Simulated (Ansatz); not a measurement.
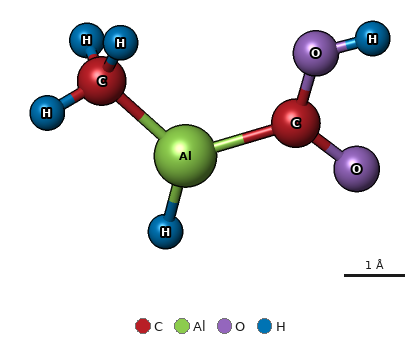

**Figure 1.** The input geometry (ball-and-stick view, seen at a tilt). Sticks mark near contacts. Bond lengths as drawn: Al–C 1.93 to 1.95 Å, Al–H 1.62 Å, C–H 1.08 to 1.15 Å, C–O 1.36 to 1.39 Å and H–O 0.99 Å.

## Geometry relaxation, with input and output: C2H5AlO2

System: C2H5AlO2, SMILES [CH3][AlH][C](=O)O.
Method: RKS PBE-D4/def2-SVP (Ansatz 0.2.0).

The geometry: force-field start.

**Log**
```
Functional definition: PBE
  name "PBE"
  cite "Perdew, Burke & Ernzerhof, Phys. Rev. Lett. 77, 3865 (1996) doi:10.1103/PhysRevLett.77.3865"
  parent pbe
  parameter kappa = 0.804
  parameter beta = 0.06672455060314922
  exchange = pbe_x(kappa = kappa, mu = beta*pi^2/3)
  correlation = pbe_c(beta = beta)
1085 factors; their error is unknown
mean field evaluation 1: about -12815.5588 eV, gradient 7.5e1 eV
mean field evaluation 2: about -12735.0082 eV, gradient 1.7e2 eV
mean field evaluation 4: about -12827.1545 eV, gradient 2.0e1 eV
mean field evaluation 8: about -12828.1536 eV, gradient 5.4e-1 eV
mean field evaluation 16: about -12828.1048 eV, gradient 2.6e-3 eV
mean field -12828.10476164 eV, -471.4241547887 hartree, gradient 1.8e-5 eV, S^2 0.000000; 0 other end points of the search recorded, 0 dependent functions left out
the calculation of the forces begins
reference -12828.10480104 eV, -471.4241562364 hartree; 23, 23 occupied and 76, 76 virtual orbitals, 1085 factors
relax step   1: F+E_penalty+E_count = -12828.27093692 eV  Δ(F+E_penalty+E_count) = +0.000e0 eV  max|allowed force component| = 7.834e0 eV/Å  Δτ_max = 0.0000 Å  (29 SCF iters, accepted)
these checks for a lower state are left out or cut short: starts, cluster_reference, orbital_swaps, neighbouring_geometries, increment
1085 factors; their error is unknown
mean field -12828.80229380 eV, -471.4497886226 hartree, gradient 1.4e-5 eV, S^2 0.000000; 0 other end points of the search recorded, 0 dependent functions left out
[... from here on the field's lines of each further geometry are left out, up to the last ...]
relax step   2: F+E_penalty+E_count = -12828.96806060 eV  Δ(F+E_penalty+E_count) = -6.971e-1 eV  max|allowed force component| = 3.531e0 eV/Å  Δτ_max = 0.1528 Å  (36 SCF iters, accepted)
relax step   3: F+E_penalty+E_count = -12829.08281817 eV  Δ(F+E_penalty+E_count) = -1.148e-1 eV  max|allowed force component| = 7.981e-1 eV/Å  Δτ_max = 0.1558 Å  (34 SCF iters, accepted)
relax step   4: F+E_penalty+E_count = -12829.12187069 eV  Δ(F+E_penalty+E_count) = -3.905e-2 eV  max|allowed force component| = 3.158e-1 eV/Å  Δτ_max = 0.0561 Å  (30 SCF iters, accepted)
relax step   5: F+E_penalty+E_count = -12829.13384653 eV  Δ(F+E_penalty+E_count) = -1.198e-2 eV  max|allowed force component| = 1.089e-1 eV/Å  Δτ_max = 0.0475 Å  (29 SCF iters, accepted)
relax step   6: F+E_penalty+E_count = -12829.13601518 eV  Δ(F+E_penalty+E_count) = -2.169e-3 eV  max|allowed force component| = 7.996e-2 eV/Å  Δτ_max = 0.0690 Å  (29 SCF iters, accepted)
relax step   7: F+E_penalty+E_count = -12829.13648289 eV  Δ(F+E_penalty+E_count) = -4.677e-4 eV  max|allowed force component| = 4.487e-1 eV/Å  Δτ_max = 0.1184 Å  (29 SCF iters, accepted)
relax step   8: F+E_penalty+E_count = -12829.13789756 eV  Δ(F+E_penalty+E_count) = -1.415e-3 eV  max|allowed force component| = 1.797e-1 eV/Å  Δτ_max = 0.0155 Å  (31 SCF iters, accepted)
relax step   9: F+E_penalty+E_count = -12829.14176913 eV  Δ(F+E_penalty+E_count) = -3.872e-3 eV  max|allowed force component| = 3.510e-2 eV/Å  Δτ_max = 0.1471 Å  (28 SCF iters, accepted)
relax step  10: F+E_penalty+E_count = -12829.14308391 eV  Δ(F+E_penalty+E_count) = -1.315e-3 eV  max|allowed force component| = 2.146e-1 eV/Å  Δτ_max = 0.0668 Å  (29 SCF iters, accepted)
relax step  11: F+E_penalty+E_count = -12829.12491762 eV  Δ(F+E_penalty+E_count) = +1.817e-2 eV  max|allowed force component| = 1.290e0 eV/Å  Δτ_max = 0.1924 Å  (35 SCF iters, rejected (line search))
relax step  12: F+E_penalty+E_count = -12829.14767333 eV  Δ(F+E_penalty+E_count) = -4.589e-3 eV  max|allowed force component| = 7.872e-2 eV/Å  Δτ_max = 0.0962 Å  (29 SCF iters, accepted)
relax step  13: F+E_penalty+E_count = -12829.15093775 eV  Δ(F+E_penalty+E_count) = -3.264e-3 eV  max|allowed force component| = 2.797e-1 eV/Å  Δτ_max = 0.0994 Å  (29 SCF iters, accepted)
relax step  14: F+E_penalty+E_count = -12829.15214966 eV  Δ(F+E_penalty+E_count) = -1.212e-3 eV  max|allowed force component| = 5.457e-1 eV/Å  Δτ_max = 0.1187 Å  (29 SCF iters, accepted)
relax step  15: F+E_penalty+E_count = -12829.16737755 eV  Δ(F+E_penalty+E_count) = -1.523e-2 eV  max|allowed force component| = 1.555e-1 eV/Å  Δτ_max = 0.2000 Å  (35 SCF iters, accepted)
relax step  16: F+E_penalty+E_count = -12829.17900051 eV  Δ(F+E_penalty+E_count) = -1.162e-2 eV  max|allowed force component| = 1.117e-1 eV/Å  Δτ_max = 0.2000 Å  (35 SCF iters, accepted)
relax step  17: F+E_penalty+E_count = -12829.16668527 eV  Δ(F+E_penalty+E_count) = +1.232e-2 eV  max|allowed force component| = 1.008e0 eV/Å  Δτ_max = 0.1951 Å  (35 SCF iters, rejected (line search))
relax step  18: F+E_penalty+E_count = -12829.18349504 eV  Δ(F+E_penalty+E_count) = -4.495e-3 eV  max|allowed force component| = 2.017e-1 eV/Å  Δτ_max = 0.0975 Å  (29 SCF iters, accepted)
relax step  19: F+E_penalty+E_count = -12829.18884498 eV  Δ(F+E_penalty+E_count) = -5.350e-3 eV  max|allowed force component| = 3.866e-1 eV/Å  Δτ_max = 0.0972 Å  (29 SCF iters, accepted)
relax step  20: F+E_penalty+E_count = -12829.19152651 eV  Δ(F+E_penalty+E_count) = -2.682e-3 eV  max|allowed force component| = 4.286e-1 eV/Å  Δτ_max = 0.0961 Å  (29 SCF iters, accepted)
relax step  21: F+E_penalty+E_count = -12829.20451267 eV  Δ(F+E_penalty+E_count) = -1.299e-2 eV  max|allowed force component| = 1.979e-1 eV/Å  Δτ_max = 0.2000 Å  (35 SCF iters, accepted)
relax step  22: F+E_penalty+E_count = -12829.20249925 eV  Δ(F+E_penalty+E_count) = +2.013e-3 eV  max|allowed force component| = 6.824e-1 eV/Å  Δτ_max = 0.2000 Å  (35 SCF iters, rejected (line search))
relax step  23: F+E_penalty+E_count = -12829.21450292 eV  Δ(F+E_penalty+E_count) = -9.990e-3 eV  max|allowed force component| = 2.101e-1 eV/Å  Δτ_max = 0.1000 Å  (29 SCF iters, accepted)
relax step  24: F+E_penalty+E_count = -12829.22500363 eV  Δ(F+E_penalty+E_count) = -1.050e-2 eV  max|allowed force component| = 3.149e-1 eV/Å  Δτ_max = 0.0987 Å  (29 SCF iters, accepted)
relax step  25: F+E_penalty+E_count = -12829.22975626 eV  Δ(F+E_penalty+E_count) = -4.753e-3 eV  max|allowed force component| = 7.986e-1 eV/Å  Δτ_max = 0.1339 Å  (29 SCF iters, accepted)
relax step  26: F+E_penalty+E_count = -12829.24826578 eV  Δ(F+E_penalty+E_count) = -1.851e-2 eV  max|allowed force component| = 6.883e-1 eV/Å  Δτ_max = 0.0549 Å  (30 SCF iters, accepted)
relax step  27: F+E_penalty+E_count = -12829.31907031 eV  Δ(F+E_penalty+E_count) = -7.080e-2 eV  max|allowed force component| = 9.082e-1 eV/Å  Δτ_max = 0.1958 Å  (36 SCF iters, accepted)
relax step  28: F+E_penalty+E_count = -12829.35911331 eV  Δ(F+E_penalty+E_count) = -4.004e-2 eV  max|allowed force component| = 1.144e0 eV/Å  Δτ_max = 0.1910 Å  (36 SCF iters, accepted)
relax step  29: F+E_penalty+E_count = -12829.37680656 eV  Δ(F+E_penalty+E_count) = -1.769e-2 eV  max|allowed force component| = 5.231e-1 eV/Å  Δτ_max = 0.1998 Å  (35 SCF iters, accepted)
relax step  30: F+E_penalty+E_count = -12829.40336672 eV  Δ(F+E_penalty+E_count) = -2.656e-2 eV  max|allowed force component| = 1.747e-1 eV/Å  Δτ_max = 0.0860 Å  (29 SCF iters, accepted)
relax step  31: F+E_penalty+E_count = -12829.40630857 eV  Δ(F+E_penalty+E_count) = -2.942e-3 eV  max|allowed force component| = 7.355e-2 eV/Å  Δτ_max = 0.0217 Å  (30 SCF iters, accepted)
the calculation of the forces begins
reference -12829.23848264 eV, -471.4658182669 hartree; 23, 23 occupied and 76, 76 virtual orbitals, 1085 factors
relax step  32: F+E_penalty+E_count = -12829.40669702 eV  Δ(F+E_penalty+E_count) = -3.884e-4 eV  max|allowed force component| = 1.647e-2 eV/Å  Δτ_max = 0.0085 Å  (30 SCF iters, accepted)
1085 factors; their error is unknown
mean field evaluation 256: about -12829.2806 eV, gradient 1.6e0 eV
```

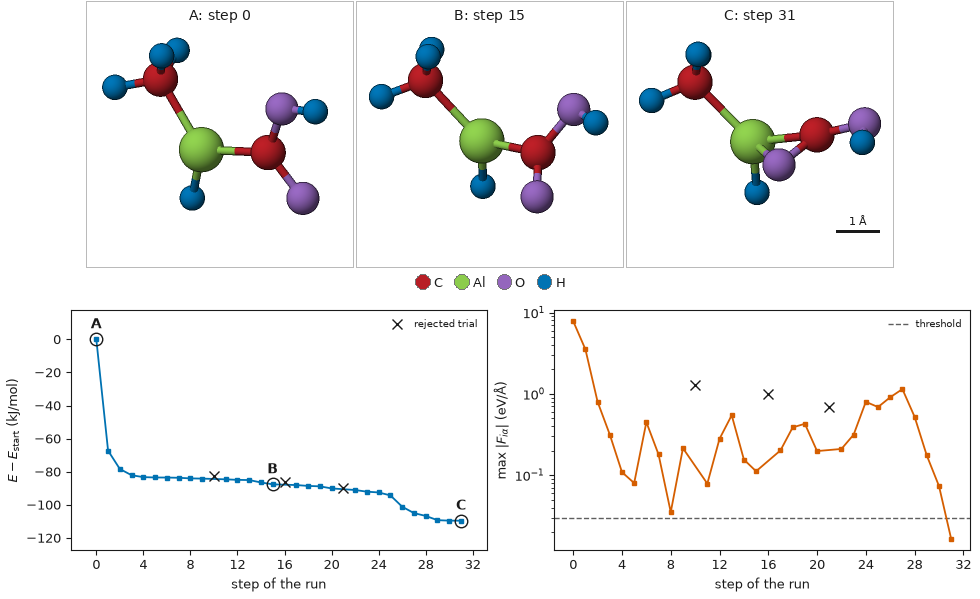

**Figure 2.** Frames of the relaxation (ball-and-stick view, seen at a tilt) above the curves, on which the letters mark them (the first geometry is step 0 here and step 1 in the log).

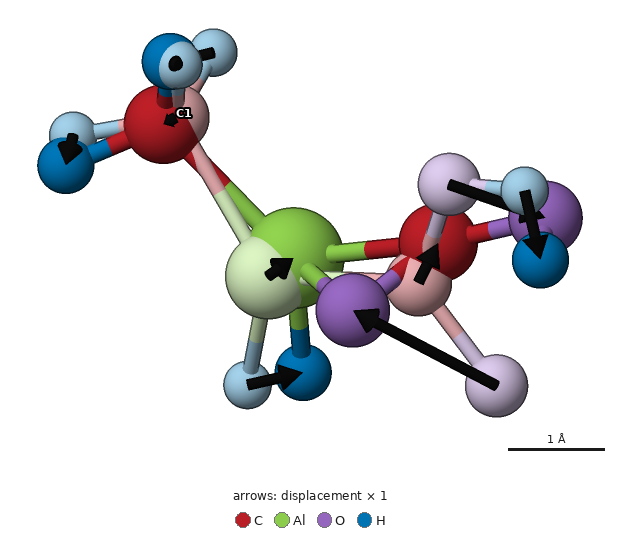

**Figure 3.** Start (faint) and end (solid) with the displacements as black arrows, at true length (ball-and-stick view, seen at a tilt). The two geometries are laid on each other by the best rigid fit. The atom that moves furthest after the best rigid fit is O4 (1.79 Å). By element the largest moves are O 1.79 Å, H 0.75 Å, C 0.47 Å, Al 0.35 Å. Among the contacts that change: Al2–O4 2.888 → 2.001 Å, C3–O4 1.358 → 1.276 Å, C3–O5 1.385 → 1.316 Å, C1–H7 1.153 → 1.109 Å. New bonds form: Al2–O4 (2.89 → 2.00 Å). Among the angles that change: Al2–C3–O4 120.7° → 72.4°, Al2–C3–O5 122.0° → 167.8°, C3–O5–H10 120.9° → 107.2°. After 31 geometry steps the energy has fallen by 109.6 kJ/mol. Largest force component: 7.8 eV/Å at the start, 0.016 eV/Å at the end. The line search rejected the trial steps at points 10, 16, 21 (counted from 0) and went back. (Atoms are counted from 1 in the order of the input.)

```
mean field -12829.23844208 eV, -471.4658167762 hartree, gradient 2.4e-5 eV, S^2 0.000000; 1 other end points of the search recorded, 0 dependent functions left out
the calculation of the forces begins
reference -12829.23848264 eV, -471.4658182669 hartree; 23, 23 occupied and 76, 76 virtual orbitals, 1085 factors
Total energy: -12829.40673758 eV, -471.4720015219 hartree
Atom 0 at    -1.807530     0.026979     0.315166 Å, force    -0.000248     0.000116    -0.000506 eV/Å
Atom 1 at     0.010996    -0.660737     0.554528 Å, force     0.003324     0.003310     0.003000 eV/Å
Atom 2 at     1.431824    -0.005870    -0.648386 Å, force    -0.004572     0.000628     0.012852 eV/Å
Atom 3 at     1.445247     0.725362     0.397023 Å, force    -0.000678    -0.007266    -0.016469 eV/Å
Atom 4 at     2.290465     0.225940    -1.618818 Å, force    -0.007122     0.002784    -0.000163 eV/Å
Atom 5 at    -2.466821    -0.740511    -0.144081 Å, force    -0.001137    -0.000377    -0.001662 eV/Å
Atom 6 at    -1.836261     0.924402    -0.336051 Å, force    -0.001707     0.001713    -0.000314 eV/Å
Atom 7 at    -2.267545     0.298774     1.289146 Å, force     0.003371    -0.001018    -0.001408 eV/Å
Atom 8 at     0.435105    -1.845380     1.534762 Å, force     0.002045    -0.000802     0.000474 eV/Å
Atom 9 at     2.847718     0.999841    -1.340189 Å, force     0.006725     0.000912     0.004196 eV/Å
Dipole moment:     0.135981     0.245084    -0.172376 e Å
```

**Trajectory as extended XYZ (Å, eV, eV/Å), 10 of the 32 frames kept, from step=1 to step=32**
```
10
Properties=species:S:1:pos:R:3:forces:R:3 step=1 energy=-12828.27094
C    -1.7612   -0.1450    0.1255    0.0042   2.3634   0.0051
Al   -0.0031   -0.4061    0.8836   -0.4863  -1.1103   0.2529
C     1.5518    0.1423   -0.1528    7.8345   0.0096  -0.2255
O     2.8054   -0.1911    0.2479   -6.0072   1.3132  -1.5388
O     1.4356    0.8953   -1.3096   -1.2291  -0.2962   0.6324
H    -2.0907   -0.9504   -0.5212   -0.2780  -0.7033  -0.4344
H    -1.7710    0.8239   -0.4996    0.0068  -1.0352   0.4708
H    -2.5083    0.0303    0.9282   -0.1514  -0.2428  -0.0586
H     0.1823   -1.4435    2.1099    0.1647   0.3895  -0.0604
H     2.2424    1.1931   -1.8088    0.1417  -0.6879   0.9565
10
Properties=species:S:1:pos:R:3:forces:R:3 step=4 energy=-12829.12187
C    -1.8187   -0.1099    0.1271   -0.0274  -0.1333   0.0352
Al   -0.0125   -0.5388    0.7647   -0.0856   0.0511   0.0568
C     1.6405    0.1219   -0.2036    0.2154   0.0188   0.1643
O     2.7592   -0.1071    0.2340    0.0852  -0.0336  -0.0391
O     1.4497    0.8822   -1.3145   -0.0912   0.1431  -0.3158
H    -2.2225   -0.9393   -0.5005    0.0387   0.0537   0.0457
H    -1.8149    0.7969   -0.5100   -0.0108   0.0398  -0.0241
H    -2.5438    0.0371    0.9570    0.0400  -0.0010  -0.0415
H     0.3073   -1.3563    2.1079   -0.0382   0.0129  -0.1063
H     2.3389    1.1621   -1.6590   -0.1261  -0.1516   0.2249
10
Properties=species:S:1:pos:R:3:forces:R:3 step=8 energy=-12829.13790
C    -1.8025   -0.0812    0.1341    0.0096  -0.0044   0.0045
Al   -0.0087   -0.5453    0.7699   -0.0021  -0.0046  -0.0034
C     1.6568    0.1605   -0.1559    0.1645   0.0349  -0.0035
O     2.7925    0.0710    0.2914   -0.1797   0.0100  -0.0474
O     1.4127    0.7834   -1.3515    0.0256  -0.0366   0.0618
H    -2.2055   -0.9231   -0.4735   -0.0024   0.0027   0.0036
H    -1.8017    0.8151   -0.5188    0.0011   0.0019   0.0007
H    -2.5243    0.0796    0.9620    0.0004   0.0002   0.0002
H     0.2670   -1.4945    2.0254   -0.0017  -0.0004  -0.0081
H     2.2969    1.0833   -1.6799   -0.0152  -0.0037  -0.0083
10
Properties=species:S:1:pos:R:3:forces:R:3 step=11 energy=-12829.12492 accepted=F
C    -1.8016   -0.0535    0.1584   -0.0138   0.0309   0.0197
Al   -0.0061   -0.5943    0.7265    0.1099  -0.1567  -0.0212
C     1.6538    0.2029   -0.1336    0.8252   0.3633   0.4949
O     2.7139    0.4249    0.4743   -1.2900  -0.2322  -0.9611
O     1.4675    0.5659   -1.4514    0.5195  -0.0114   0.4948
H    -2.2677   -0.8767   -0.4306    0.0370   0.0170   0.0245
H    -1.7877    0.8454   -0.4906   -0.0112  -0.0002   0.0044
H    -2.4820    0.1370    1.0157    0.0082   0.0032  -0.0141
H     0.2694   -1.6908    1.8639   -0.0207   0.0681  -0.0341
H     2.3238    0.9880   -1.7295   -0.1643  -0.0821  -0.0079
10
Properties=species:S:1:pos:R:3:forces:R:3 step=15 energy=-12829.16738
C    -1.8041   -0.0412    0.1877   -0.0783  -0.0176   0.0347
Al   -0.0060   -0.6522    0.6587    0.0255   0.0279  -0.0598
C     1.6063    0.2487   -0.1560    0.0446  -0.0076   0.1555
O     2.5153    0.6748    0.5476   -0.0800  -0.0054  -0.0918
O     1.6051    0.4205   -1.5058    0.0954   0.0344  -0.0645
H    -2.3291   -0.8464   -0.3754    0.0094   0.0202   0.0130
H    -1.8038    0.8631   -0.4534    0.0125  -0.0008   0.0050
H    -2.4271    0.1623    1.0849   -0.0058   0.0042  -0.0156
H     0.2872   -1.7915    1.7355    0.0117  -0.0289   0.0167
H     2.4394    0.9108   -1.7207   -0.0350  -0.0264   0.0067
10
Properties=species:S:1:pos:R:3:forces:R:3 step=18 energy=-12829.18349
C    -1.8399   -0.0309    0.2208    0.0398  -0.0397   0.0384
Al   -0.0161   -0.6756    0.5731   -0.0692   0.0339   0.0332
C     1.5704    0.2799   -0.1912   -0.0085  -0.0719  -0.2017
O     2.3073    0.8800    0.5828    0.0047   0.0584  -0.0202
O     1.7867    0.2807   -1.5372    0.0681   0.0785   0.1777
H    -2.4223   -0.8266   -0.2950   -0.0062   0.0091   0.0105
H    -1.8700    0.8732   -0.4214    0.0263  -0.0239   0.0218
H    -2.3858    0.1919    1.1629   -0.0007  -0.0052  -0.0153
H     0.3556   -1.8562    1.5839   -0.0638  -0.0238  -0.0018
H     2.5974    0.8323   -1.6757    0.0095  -0.0154  -0.0426
10
Properties=species:S:1:pos:R:3:forces:R:3 step=22 energy=-12829.20250 accepted=F
C    -1.8336   -0.0141    0.3021   -0.0681  -0.0086  -0.1395
Al   -0.0285   -0.7538    0.4792    0.1163   0.1384   0.2071
C     1.4884    0.2457   -0.3423    0.4177   0.6824  -0.1668
O     1.8179    1.1481    0.4450   -0.2677  -0.5954  -0.1756
O     2.1058    0.1190   -1.5432   -0.0550  -0.1768   0.2542
H    -2.4726   -0.7508   -0.2338   -0.0523  -0.0005   0.0314
H    -1.8595    0.9215   -0.2926    0.0465   0.0103   0.0034
H    -2.3310    0.1890    1.2743    0.0712  -0.0677   0.0158
H     0.3616   -1.9485    1.4756   -0.0239   0.0265  -0.0764
H     2.8346    0.7926   -1.5611   -0.1846  -0.0086   0.0462
10
Properties=species:S:1:pos:R:3:forces:R:3 step=25 energy=-12829.22976
C    -1.8346   -0.0071    0.3028   -0.0054  -0.0225  -0.0664
Al   -0.0242   -0.7425    0.4714    0.0776   0.2076   0.1087
C     1.4598    0.1920   -0.4377    0.6125   0.5252  -0.0555
O     1.6710    1.0555    0.4493   -0.2535  -0.7986  -0.6943
O     2.2019    0.1301   -1.5733   -0.1481   0.3378   0.7353
H    -2.5034   -0.7547   -0.1777   -0.0219   0.0062   0.0144
H    -1.8774    0.9159   -0.3113    0.0355  -0.0189   0.0174
H    -2.2760    0.2199    1.2961    0.0174  -0.0201   0.0065
H     0.3783   -1.9147    1.4870    0.0064   0.0448  -0.0677
H     2.8879    0.8544   -1.5035   -0.3205  -0.2615   0.0016
10
Properties=species:S:1:pos:R:3:forces:R:3 step=29 energy=-12829.37681
C    -1.8176    0.0178    0.2957    0.1087   0.1678   0.1532
Al    0.0095   -0.6448    0.5880    0.2806  -0.0130  -0.2964
C     1.4564   -0.0172   -0.6346    0.1060   0.2541   0.5231
O     1.5283    0.6983    0.4319   -0.3786  -0.3495  -0.4427
O     2.2887    0.2295   -1.6284   -0.2013   0.0519   0.0113
H    -2.4940   -0.7367   -0.1582    0.0854  -0.0560   0.0038
H    -1.8481    0.9250   -0.3426    0.0103  -0.0173  -0.0101
H    -2.2583    0.2915    1.2789   -0.0749   0.0062  -0.0155
H     0.4078   -1.8537    1.5548   -0.0051   0.0703   0.0009
H     2.8107    1.0392   -1.3823    0.0687  -0.1145   0.0726
10
Properties=species:S:1:pos:R:3:forces:R:3 step=32 energy=-12829.40670
C    -1.8075    0.0270    0.3152   -0.0002   0.0001  -0.0005
Al    0.0110   -0.6607    0.5545    0.0033   0.0033   0.0030
C     1.4318   -0.0059   -0.6484   -0.0046   0.0006   0.0129
O     1.4452    0.7254    0.3970   -0.0007  -0.0073  -0.0165
O     2.2905    0.2259   -1.6188   -0.0071   0.0028  -0.0002
H    -2.4668   -0.7405   -0.1441   -0.0011  -0.0004  -0.0017
H    -1.8363    0.9244   -0.3361   -0.0017   0.0017  -0.0003
H    -2.2675    0.2988    1.2891    0.0034  -0.0010  -0.0014
H     0.4351   -1.8454    1.5348    0.0020  -0.0008   0.0005
H     2.8477    0.9998   -1.3402    0.0067   0.0009   0.0042
```

This output came from the following input.

**Input file**
```yaml
crystal:
  periodic: [false, false, false]
  atoms:
    - {symbol: C, position_ang: [-1.761200, -0.145000, 0.125500]}
    - {symbol: Al, position_ang: [-0.003100, -0.406100, 0.883600]}
    - {symbol: C, position_ang: [1.551800, 0.142300, -0.152800]}
    - {symbol: O, position_ang: [2.805400, -0.191100, 0.247900]}
    - {symbol: O, position_ang: [1.435600, 0.895300, -1.309600]}
    - {symbol: H, position_ang: [-2.090700, -0.950400, -0.521200]}
    - {symbol: H, position_ang: [-1.771000, 0.823900, -0.499600]}
    - {symbol: H, position_ang: [-2.508300, 0.030300, 0.928200]}
    - {symbol: H, position_ang: [0.182300, -1.443500, 2.109900]}
    - {symbol: H, position_ang: [2.242400, 1.193100, -1.808800]}
basis:
  gaussian: {orbitals: def2-SVP}
hamiltonian: {xc: pbe, dispersion: d4}
relax: {f_tol: 0.03, max_steps: 200}
```

Launch command:
```bash
ansatz run in.yaml --threads 4 --pin off --events-out ev --progress --plain --max-ram 10444MiB
```

**Results in brief**

```csv
quantity,value
outcome,converged
total energy,−12829.4067 eV
mean-field energy,−12829.2385 eV
dispersion energy,−0.1683 eV
SCF solution under orbital rotations,stable
largest force (length of the vector) at the end,0.018 eV/Å
dipole moment,1.58 D
hardware,"4 threads of Intel Xeon @ 2.50GHz, 15 GiB of memory available, shared host"
wall time,33 s (CPU time 1.9 min)
peak memory,0.15 GiB
```
